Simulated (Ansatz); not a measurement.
# (Cl2Ga-mu-SH)3 (Cl₆Ga₃H₃S₃): structure and electronic state

Aim: characterise (Cl2Ga-mu-SH)3 (Cl₆Ga₃H₃S₃) as a singlet: its structure, frontier levels and distribution of charge.

The runs use Ansatz 0.2.0, Gaussian basis; RKS PBE0-D4/def2-TZVP.

Levels to be run: relaxation at PBE-D4/def2-SVP; a single point at PBE0-D4/def2-TZVP.

### Step 1. Where the work starts

15 atoms, charge 0, spin multiplicity 1.

Atoms are counted from 1 here; the program's logs count them from 0.

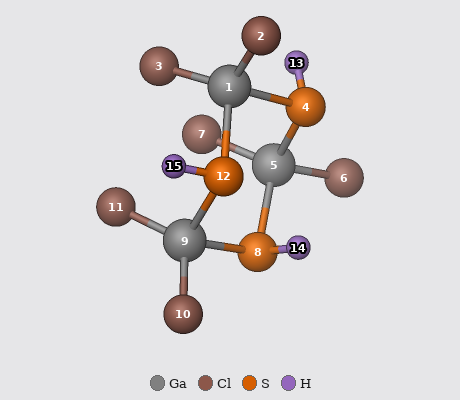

Start geometry, drawn with gallium grey, chlorine brown, sulfur orange, hydrogen purple; atoms are numbered from 1 in the order of the file.

Geometry (Å):

```xyz
15

Ga    2.07684   -0.59312   -0.50178
Cl    3.40726   -1.94299   -1.37578
Cl    2.73474    1.14884    0.43388
S     0.39689   -0.14307   -2.20876
Ga   -1.22138    1.48179   -1.33480
Cl   -2.55840    1.73039   -2.92367
Cl   -0.23325    3.06994   -0.42292
S    -2.46575    0.19171    0.30442
Ga   -0.94970   -0.46712    2.08433
Cl   -2.07088   -1.78823    3.25500
Cl    0.02972    1.19470    2.87069
S     0.64848   -1.93693    0.94326
H     1.11993    0.84932   -2.73433
H    -2.40882   -0.96911   -0.36046
H     1.49434   -1.82612    1.97094
```

The start is a GFN2-xTB geometry.

### Step 2. Relaxation at PBE-D4/def2-SVP

Input file in.yaml:

```yaml
crystal:
  periodic: [false, false, false]
  atoms:
    - {symbol: Ga, position_ang: [2.076840, -0.593120, -0.501780]}
    - {symbol: Cl, position_ang: [3.407260, -1.942990, -1.375780]}
    - {symbol: Cl, position_ang: [2.734740, 1.148840, 0.433880]}
    - {symbol: S, position_ang: [0.396890, -0.143070, -2.208760]}
    - {symbol: Ga, position_ang: [-1.221380, 1.481790, -1.334800]}
    - {symbol: Cl, position_ang: [-2.558400, 1.730390, -2.923670]}
    - {symbol: Cl, position_ang: [-0.233250, 3.069940, -0.422920]}
    - {symbol: S, position_ang: [-2.465750, 0.191710, 0.304420]}
    - {symbol: Ga, position_ang: [-0.949700, -0.467120, 2.084330]}
    - {symbol: Cl, position_ang: [-2.070880, -1.788230, 3.255000]}
    - {symbol: Cl, position_ang: [0.029720, 1.194700, 2.870690]}
    - {symbol: S, position_ang: [0.648480, -1.936930, 0.943260]}
    - {symbol: H, position_ang: [1.119930, 0.849320, -2.734330]}
    - {symbol: H, position_ang: [-2.408820, -0.969110, -0.360460]}
    - {symbol: H, position_ang: [1.494340, -1.826120, 1.970940]}
basis:
  gaussian: {orbitals: def2-SVP}
hamiltonian: {xc: pbe, dispersion: d4}
scf: {lower_state_search: "off"}
output: {orbitals: {seedname: orbitals}}
relax: {f_tol: 0.03, max_steps: 70}
```

Command:

```
$ ansatz run in.yaml --threads 2 --pin off --events-out ev --progress --plain --max-ram 32768MiB --backend cuda --devices 0, --max-vram 18GiB
```

What it wrote, shortened:

```text
Functional definition: PBE
  name "PBE"
  cite "Perdew, Burke & Ernzerhof, Phys. Rev. Lett. 77, 3865 (1996) doi:10.1103/PhysRevLett.77.3865"
  parent pbe
[...]
3024 factors; their error is unknown
[...]
mean field -264716.39169587 eV, -9728.1479636085 hartree, gradient 6.7e-6 eV, S^2 0.000000; 0 other end points of the search recorded, 0 dependent functions left out
[...]
reference -264716.39175351 eV, -9728.1479657265 hartree; 123, 123 occupied and 150, 150 virtual orbitals, 3024 factors
relax step   1: F+E_penalty+E_count = -264717.58551463 eV  Δ(F+E_penalty+E_count) = +0.000e0 eV  max|allowed force component| = 1.767e0 eV/Å  Δτ_max = 0.0000 Å  (16 SCF iters, accepted)
[...]
relax step   4: F+E_penalty+E_count = -264717.95852004 eV  Δ(F+E_penalty+E_count) = -3.309e-2 eV  max|allowed force component| = 8.899e-2 eV/Å  Δτ_max = 0.0740 Å  (18 SCF iters, accepted)
[...]
relax step   5: F+E_penalty+E_count = -264717.96395666 eV  Δ(F+E_penalty+E_count) = -5.437e-3 eV  max|allowed force component| = 1.765e-2 eV/Å  Δτ_max = 0.0770 Å  (18 SCF iters, accepted)
Total energy: -264717.96401455 eV, -9728.2057452543 hartree
Atom 0 at     2.036474    -0.557793    -0.479095 Å, force    -0.016125     0.000407     0.001567 eV/Å
Atom 1 at     3.466053    -1.921759    -1.369340 Å, force     0.000435     0.006539     0.003654 eV/Å
Atom 2 at     2.776144     1.223181     0.475814 Å, force    -0.006984    -0.006386    -0.002971 eV/Å
Atom 3 at     0.397050    -0.155493    -2.167520 Å, force     0.003853    -0.002314     0.011913 eV/Å
Atom 4 at    -1.186635     1.435887    -1.342645 Å, force     0.001043     0.002546    -0.003053 eV/Å
Atom 5 at    -2.566150     1.674313    -2.997766 Å, force     0.000018    -0.006450     0.007168 eV/Å
Atom 6 at    -0.253400     3.159957    -0.456045 Å, force    -0.000362    -0.007385     0.001494 eV/Å
Atom 7 at    -2.397669     0.285782     0.352759 Å, force     0.017648     0.009485     0.003820 eV/Å
Atom 8 at    -0.918048    -0.493867     2.045900 Å, force     0.001410    -0.001166     0.003674 eV/Å
Atom 9 at    -2.071524    -1.881950     3.246762 Å, force    -0.001223     0.002816    -0.009147 eV/Å
Atom 10 at     0.017524     1.212071     2.964599 Å, force    -0.001161    -0.002503    -0.007126 eV/Å
Atom 11 at     0.642265    -1.907926     0.911516 Å, force     0.002209     0.009249    -0.008413 eV/Å
Atom 12 at     1.131366     0.776822    -2.841375 Å, force     0.002440    -0.003138     0.002783 eV/Å
Atom 13 at    -2.586498    -0.894779    -0.304861 Å, force    -0.005068    -0.002608    -0.000743 eV/Å
Atom 14 at     1.513068    -1.954445     1.961317 Å, force     0.001866     0.000908    -0.004621 eV/Å
Dipole moment:    -0.077008    -0.513474    -0.286387 e Å
Checks for a lower state left out: stability, starts, cluster_reference, orbital_swaps, neighbouring_geometries, increment
```

Wall time 11 s (1 × H100 (card shared with other runs) with 2 threads of AMD EPYC 7R13, shared host); peak host memory 0.92 GiB.

Relaxation path: (the energy doesn't fall at every step)

```
step  energy from step 1 (eV)  largest force component (eV/Å)
   1                   0.0000                          1.7667
   2                  -0.3399                          0.2278
   3                  -0.3351                          0.2960
   4                  -0.3730                          0.0890
   5                  -0.3784                          0.0176
```

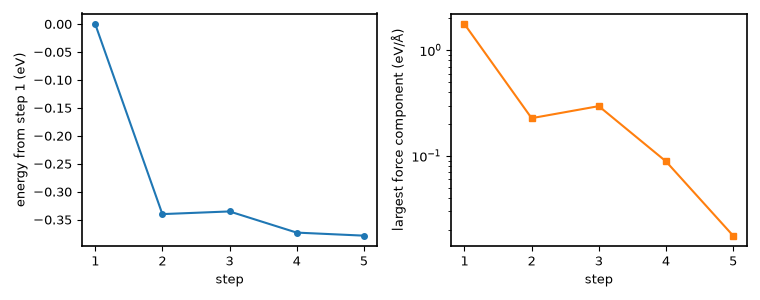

Energy and largest force along the relaxation.

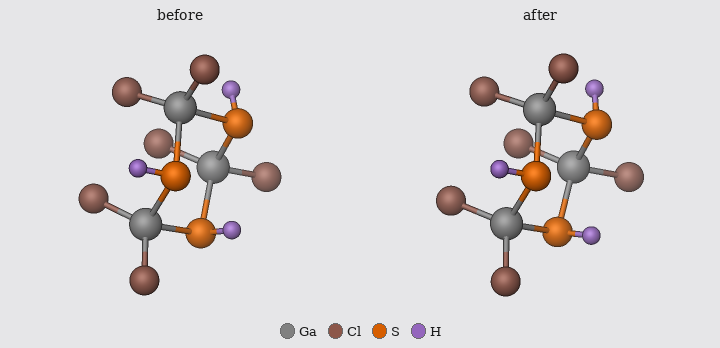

The geometry before (left) and after (right).

Distances of close pairs at the start and the end, largest changes first:

```
    bond  before (Å)  after (Å)  change (Å)
 Ga1–Cl2       2.087      2.167      +0.080
Ga9–Cl10       2.091      2.168      +0.077
 Ga5–Cl6       2.091      2.168      +0.076
 Ga5–Cl7       2.081      2.152      +0.071
Ga9–Cl11       2.083      2.152      +0.069
 Ga1–Cl3       2.084      2.152      +0.068
  S4–Ga5       2.454      2.392      -0.062
 Ga9–S12       2.453      2.392      -0.061
```

Bonds by kind at the end (by distance):

```
 bond  count  shortest (Å)  longest (Å)
Cl–Ga      6         2.152        2.168
 Ga–S      6         2.380        2.392
  H–S      3         1.364        1.365
```

### Step 3. Single point, PBE0-D4/def2-TZVP

start.molden holds the orbitals of an earlier run on this state, given as this run's starting guess.

Input file in.yaml:

```yaml
crystal:
  periodic: [false, false, false]
  atoms:
    - {symbol: Ga, position_ang: [2.036474, -0.557793, -0.479095]}
    - {symbol: Cl, position_ang: [3.466053, -1.921759, -1.369340]}
    - {symbol: Cl, position_ang: [2.776144, 1.223181, 0.475814]}
    - {symbol: S, position_ang: [0.397050, -0.155493, -2.167520]}
    - {symbol: Ga, position_ang: [-1.186635, 1.435887, -1.342645]}
    - {symbol: Cl, position_ang: [-2.566150, 1.674313, -2.997766]}
    - {symbol: Cl, position_ang: [-0.253400, 3.159957, -0.456045]}
    - {symbol: S, position_ang: [-2.397669, 0.285782, 0.352759]}
    - {symbol: Ga, position_ang: [-0.918048, -0.493867, 2.045900]}
    - {symbol: Cl, position_ang: [-2.071524, -1.881950, 3.246762]}
    - {symbol: Cl, position_ang: [0.017524, 1.212071, 2.964599]}
    - {symbol: S, position_ang: [0.642265, -1.907926, 0.911516]}
    - {symbol: H, position_ang: [1.131366, 0.776822, -2.841375]}
    - {symbol: H, position_ang: [-2.586498, -0.894779, -0.304861]}
    - {symbol: H, position_ang: [1.513068, -1.954445, 1.961317]}
basis:
  gaussian: {orbitals: def2-TZVP, fitting: {mean_field: def2-universal-jkfit}, initial_orbitals: start.molden}
hamiltonian: {xc: pbe0, dispersion: d4}
scf: {omitted_lower_state_checks: [starts]}
output: {orbitals: {seedname: orbitals}}
```

The command is unchanged.

What it wrote, shortened:

```text
Functional definition: PBE0
  name "PBE0"
  cite "Adamo & Barone, J. Chem. Phys. 110, 6158 (1999) doi:10.1063/1.478522"
  cite "Perdew, Burke & Ernzerhof, Phys. Rev. Lett. 77, 3865 (1996) doi:10.1103/PhysRevLett.77.3865"
  parent pbe
[...]
2004 factors; integrals over basis functions are off by at most 5.5e-1 eV
[...]
mean field -264786.27832548 eV, -9730.7162498758 hartree, gradient 1.1e-5 eV, S^2 0.000000; 0 other end points of the search recorded, 0 dependent functions left out
reference -264786.27837156 eV, -9730.7162515693 hartree; 123, 123 occupied and 372, 372 virtual orbitals, 2004 factors
Total energy: -264787.34317477 eV, -9730.7553823655 hartree
Checks for a lower state left out: starts
```

Run time: 5.5 s. Hardware: 1 × H100 (card shared with other runs) with 2 threads of AMD EPYC 7R13, shared host; peak host memory 0.96 GiB.

Report: HOMO -8.96 eV, LUMO -2.16 eV.

Mulliken charges, from this run's orbitals:

Ga1 0.56; Cl2 -0.27; Cl3 -0.23; S4 -0.27; Ga5 0.55; Cl6 -0.27; Cl7 -0.24; S8 -0.24; Ga9 0.55; Cl10 -0.27; Cl11 -0.24; S12 -0.27; H13 0.22; H14 0.21; H15 0.22

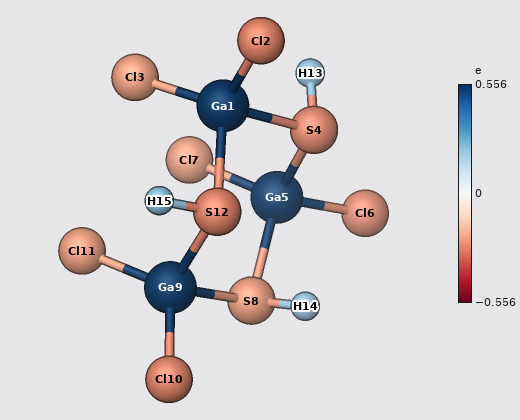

Mulliken charges, from this run's orbitals, as colours on the atoms.

Largest Mayer bond orders: Ga1–Cl3 1.12; Ga5–Cl7 1.12; Ga9–Cl11 1.12; Ga1–Cl2 1.08; Ga5–Cl6 1.08; Ga9–Cl10 1.08; S4–H13 0.92; S12–H15 0.92; S8–H14 0.92; Ga5–S8 0.68.

Orbitals, density, ELF and potential are computed afterwards from the orbital file.

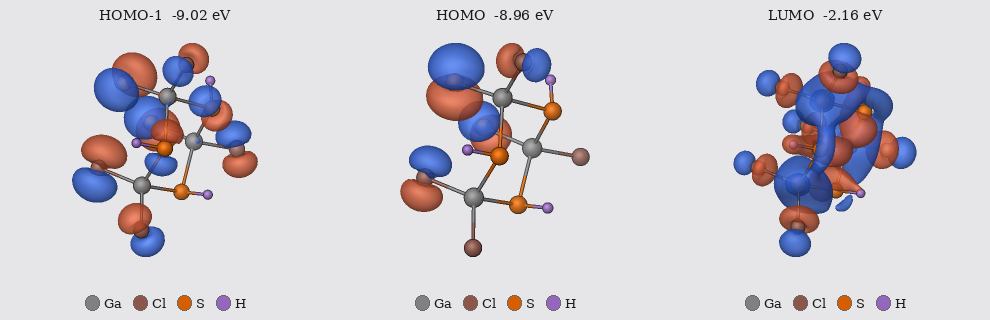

PBE0-D4/def2-TZVP orbitals near the gap, drawn at the value that encloses 70 % of each; the two colours are the two signs.

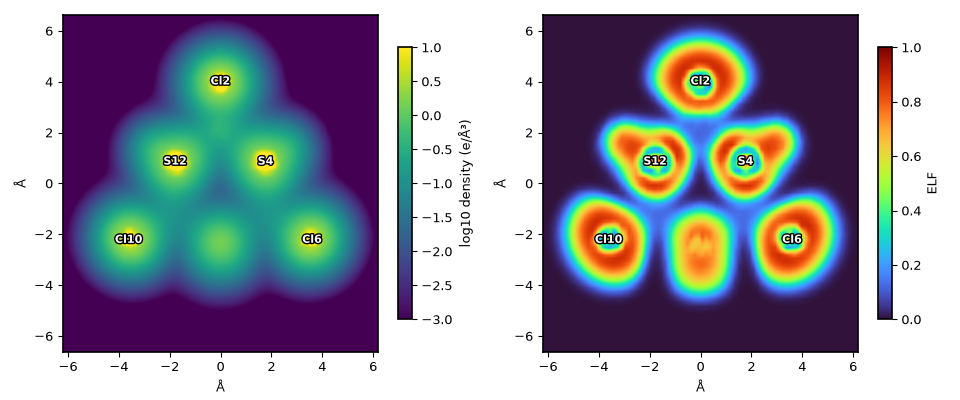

Density (left) and ELF (right) in a plane through or near 5 of the atoms.

### Step 4. Summary of results

| quantity | value |
| --- | --- |
| point group | Cs |
| commonest bond, hydrogen aside | Cl–Ga, 6 of mean length 2.160 Å |
| HOMO, LUMO at PBE0-D4/def2-TZVP | -8.96, -2.16 eV |
| dipole at PBE-D4/def2-SVP | 2.85 D |

The molecule keeps its bonding pattern by the stored test; the atoms moved 0.10 Å (rms). No usable vibrations, so a minimum isn't proven. The HOMO lies nearest to Cl3 50 %; Cl7, Cl11 about 17 % each and the LUMO to Ga1, Ga5, Ga9 about 13 % each; S4, S12 about 9 % each. The point group is read from a loosely relaxed geometry; soft torsions can leave it below the true symmetry.
